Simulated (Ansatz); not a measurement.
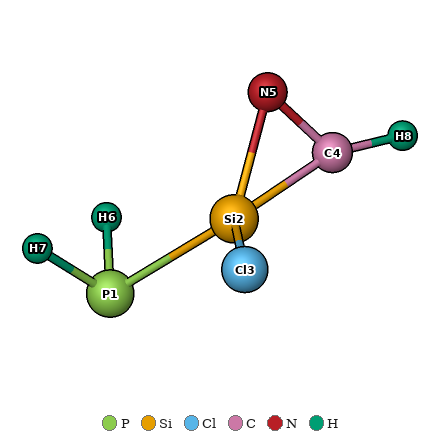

The system is CH₃ClNPSi, SMILES P[Si]1(Cl)C=N1; the picture shows the reference structure. First axis: angle H6–P1–Si2. Second axis: dihedral H6–P1–Si2–C4. Nothing is relaxed (all other coordinates rigid). Grid: 9 × 9 points. Points are written as (first, second). All energies are given in kJ/mol relative to the lowest grid point. Level of theory: RKS r2SCAN-D4/def2-SVP (Ansatz 0.2.0).

Its coordinates:

```yaml
atoms:
  - { symbol: P, position_ang: [0.6957, 1.8529, -0.1935] }
  - { symbol: Si, position_ang: [0.4149, -0.3274, 0.2115] }
  - { symbol: Cl, position_ang: [2.2431, -1.2662, 0.3887] }
  - { symbol: C, position_ang: [-1.0794, -1.1135, 0.7774] }
  - { symbol: N, position_ang: [-0.9344, -1.2973, -0.4924] }
  - { symbol: H, position_ang: [-0.6350, 1.9650, -0.7044] }
  - { symbol: H, position_ang: [1.2705, 1.6132, -1.4816] }
  - { symbol: H, position_ang: [-1.8832, -1.4838, 1.4385] }
```

Range: angle H6–P1–Si2 from 46.4 to 136.4°; dihedral H6–P1–Si2–C4 from −180 to 140°.

Predict the map.

The lowest grid point is at (91.4°, −140°); the map holds 2 wells of about this depth. A higher local minimum lies near (91.4°, 100°) (1.9 kJ/mol above the lowest at that grid point). The highest grid point, (46.4°, −180°), lies 144 kJ/mol above the lowest. On the interpolated surface the easiest way out of the lowest well to the well at (91.4°, 100°) passes a barrier of about 4.4 kJ/mol, counted from the interpolated bottom of the well. Round the minimum the two coordinates are nearly uncoupled.

```tsv
dihedral H6–P1–Si2–C4 ↓, angle H6–P1–Si2 →	46.4	57.6	68.9	80.1	91.4	102.6	113.9	125.1	136.4
140	139	73	34	11	4	10	28	56	92
100	118	62	28	8	2	8	26	53	89
60	118	65	32	12	4	9	26	53	89
20	126	69	33	13	5	10	28	55	92
−20	126	64	27	7	0	7	25	53	90
−60	120	62	28	8	1	6	23	50	85
−100	117	65	32	12	4	8	23	49	83
−140	123	65	30	8	0	5	21	48	82
−180	144	76	34	10	2	7	24	52	88
```

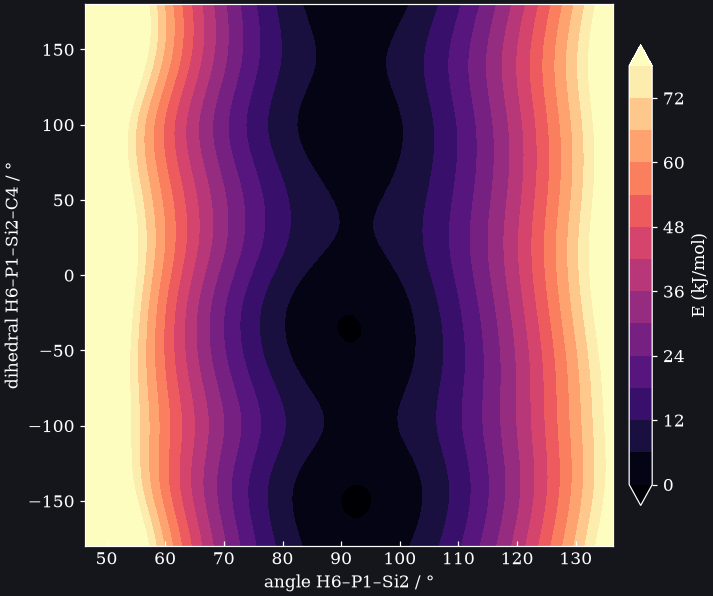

Drawn: filled contours, one colour for all values above the top of the scale. Between grid points the surface is interpolated.

The whole map (81 points run) took 12 min on 1 thread of Arm Neoverse V1, with other jobs on the host.
